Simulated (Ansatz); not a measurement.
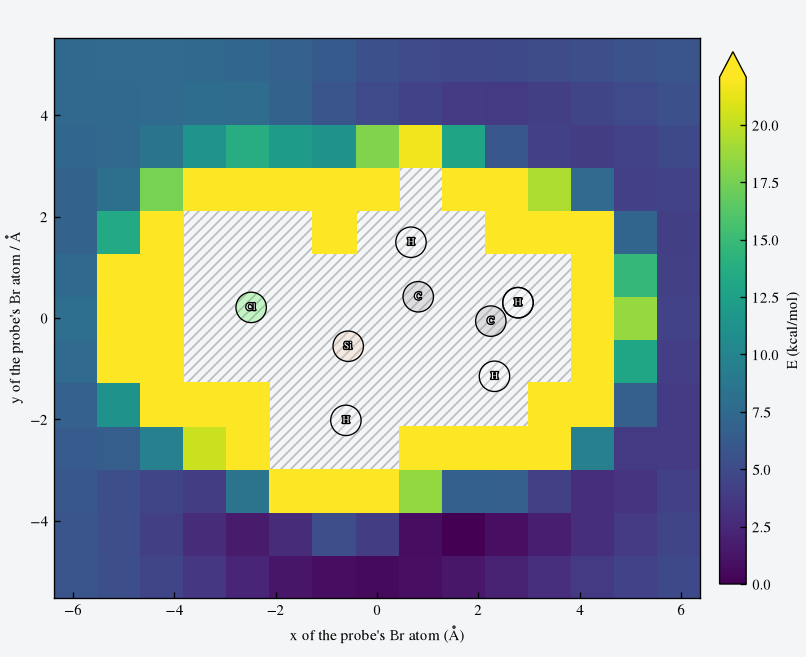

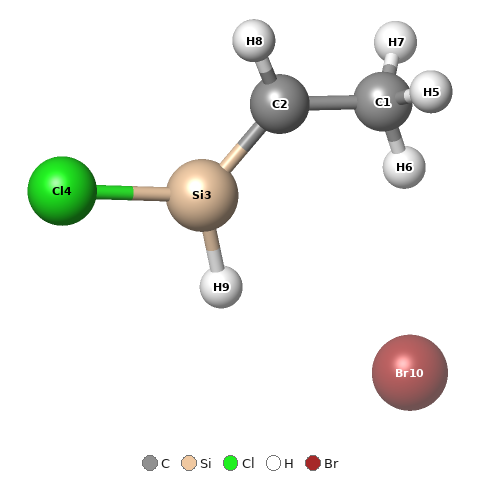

Energy landscape of C₂H₅ClSi (SMILES CC=[SiH]Cl) with the probe Br-. The probe is moved over the molecule's main plane. First axis: x of the probe's Br atom. Second axis: y of the probe's Br atom. Nothing is relaxed (molecule and probe rigid). Grid: 15 × 13 points. At 43 points there is no value (left out of the scan, as a rule where atoms come close). Points are written as (first, second). Energies are in kcal/mol, from the lowest grid point. Energies and slopes of some neighbouring points disagree (a jump in structure or state, or too coarse a mesh). Level of theory: RHF/def2-SVPD (Ansatz).

In the figure: one coloured cell a grid point, labelled circles for the molecule's atoms, projected on the plane, one colour for all values above the top of the scale, hatched blanks where no value was computed. The second picture is the structure at the lowest point.

### Summarise what can be read from the map.

The lowest grid point is at (1.70 Å, −4.25 Å) [nearest 2 H at 3.19 Å]. The highest grid point, (2.55 Å, 1.70 Å) [nearest 2 H at 1.67 Å], lies 324 kcal/mol above the lowest.

The input of one point:

```yaml
crystal:
  periodic: [false, false, false]
  atoms:
    - { symbol: C, position_ang: [2.2435, -0.063998, -3.2e-05] }
    - { symbol: C, position_ang: [0.811551, 0.416834, 3.4e-05] }
    - { symbol: Si, position_ang: [-0.569929, -0.559497, 2.0e-05] }
    - { symbol: Cl, position_ang: [-2.485122, 0.206661, -2.2e-05] }
    - { symbol: H, position_ang: [2.7797, 0.299711, 0.879673] }
    - { symbol: H, position_ang: [2.315909, -1.152557, -0.000229] }
    - { symbol: H, position_ang: [2.779621, 0.299978, -0.879673] }
    - { symbol: H, position_ang: [0.668596, 1.492405, 9.6e-05] }
    - { symbol: H, position_ang: [-0.615419, -2.022032, 1.0e-06] }
    - { symbol: Br, position_ang: [1.7, -4.25, 0.0] }
total_charge: -1
basis:
  gaussian: { orbitals: def2-SVPD }
hamiltonian:
  xc: hf
output:
  forces: true
```

Each point was launched as `ansatz run input.yaml --threads 1 --pin off --max-ram 2560MiB --backend cpu --events-out ev --progress --plain --runs-dir out`. The whole map (152 points run) took 41 min on 1 thread of Arm Neoverse N1, on a shared host.
